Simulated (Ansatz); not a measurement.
WSe2 (2H-MoS2 type, space group P6_3/mmc)

```
CELL_PARAMETERS angstrom
      3.23045     0.00000     0.00000
     -1.61522     2.79765     0.00000
      0.00000     0.00000    12.41060
ATOMIC_POSITIONS crystal
  W  0.33333 0.66667 0.25000
  W  0.66667 0.33333 0.75000
  Se 0.33333 0.66667 0.61454
  Se 0.66667 0.33333 0.11454
  Se 0.66667 0.33333 0.38546
  Se 0.33333 0.66667 0.88546
```

This relaxed cell (volume V₀) is scaled evenly in all directions, its shape held. The atoms relax within the cell's symmetry.

Calculation: PBEsol-D3(BJ) (plane waves to 420 eV, PAW, scalar-relativistic; Ansatz, a quantum-chemistry and plane-wave program). k mesh 12×12×3 (Γ-centred), Fermi-Dirac smearing 0.05 eV. Energies are smeared free energies. With the shape held, the modulus is that of even scaling; a crystal free to change shape is softer. Spin-orbit coupling is left out, though W is heavy. The PAW data are Ansatz's earlier set. WSe2 is run without spin polarisation. WSe2 was relaxed with its symmetry unable to fall. ΔE is measured from the relaxed starting cell.

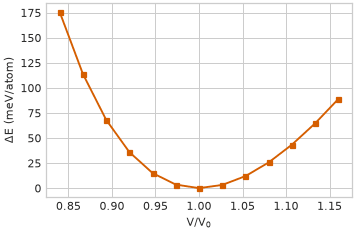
*ΔE (meV/atom) against V/V₀; markers are the computed points, lines only join them.*

Question: What is ΔE at V/V₀ = 0.840?

Answer: About 180 meV/atom.

Question: What is ΔE at V/V₀ = 1.160?

Answer: About 89 meV/atom.

Question: What bulk modulus at fixed cell shape B₀ follows from a third-order Birch-Murnaghan fit?

Answer: About 81 GPa.

(A scan under strain: stresses follow from slopes of the energy per volume, elastic moduli from its curvatures.)
